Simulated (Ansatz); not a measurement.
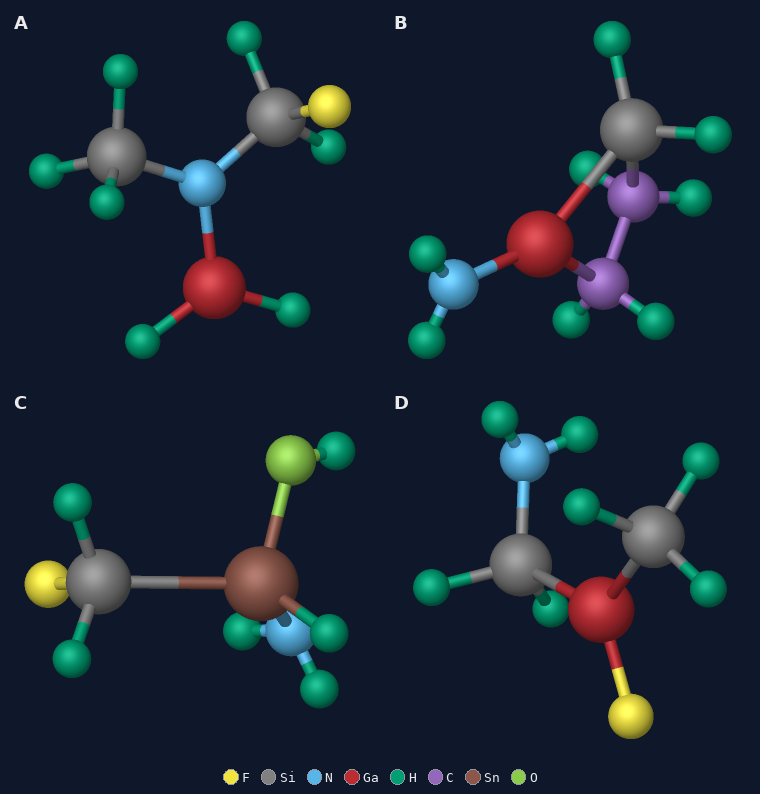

The picture comes from a calculation with Ansatz.

Which panel belongs to which SMILES?
(1) [NH2][Ga]1[CH2]C[SiH2]1
(2) N[SiH2][Ga]([F])[SiH3]
(3) [NH2][Sn@@H]([OH])[SiH2]F
(4) F[SiH2][N]([SiH3])[GaH2]

A is (4), B is (1), C is (3), D is (2).
